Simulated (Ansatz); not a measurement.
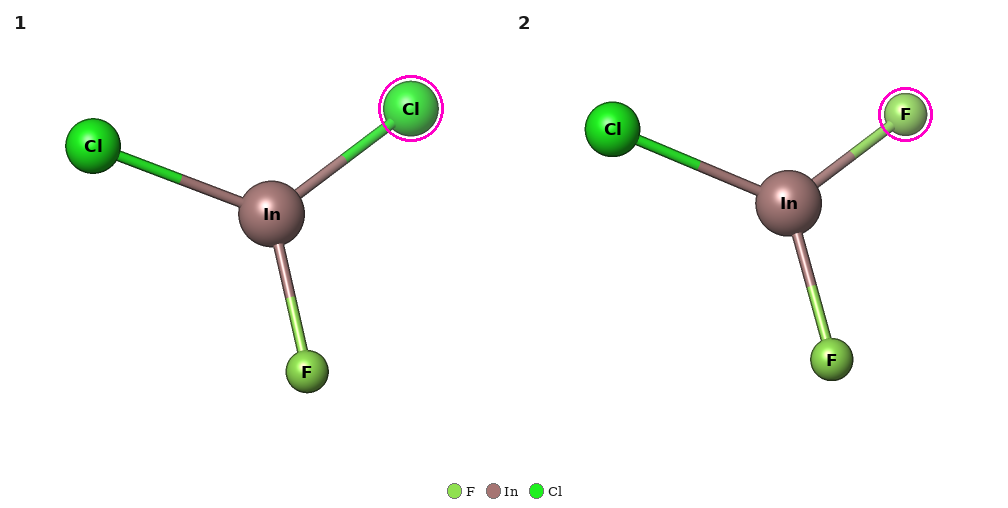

2 molecules with one skeleton, seen from the same side and at one scale; the atom that differs is circled. Charge 0, singlet. Computed geometries: PBE0-D4/def2-TZVP optimisations, one conformation each. Properties computed with Ansatz 0.2.0. Elements past Kr carry core potentials.

One atom differs, called X below: Cl in panel 1, F in panel 2. Their formulas are InCl2F (`[F][In]([Cl])[Cl]`), InClF2 (`[F][In]([F])[Cl]`).

In which is the length of X–In larger (PBE0-D4/def2-TZVP)?

In panel 1 (X = Cl).

In which is the dipole moment larger (B3LYP-D4/def2-TZVPP)?

In panel 2 (X = F).

Give the values. With PBE0-D4/def2-TZVP: length of X–In (Å), angle F–In–X (°). With B3LYP-D4/def2-TZVPP: dipole moment (D), HOMO energy (Kohn–Sham orbital) (eV), HOMO–LUMO gap (eV).

| quantity | 1 (Cl) | 2 (F) | 2 − 1 |
| --- | --- | --- | --- |
| length of X–In (Å) | 2.285 | 1.923 | −0.362 |
| angle F–In–X (°) | 117.6 | 114.8 | −2.8 |
| dipole moment (D) | 1.03 | 1.25 | +0.22 |
| HOMO energy (Kohn–Sham orbital) (eV) | −9.35 | −9.62 | −0.27 |
| HOMO–LUMO gap (eV) | 6.01 | 6.07 | +0.06 |
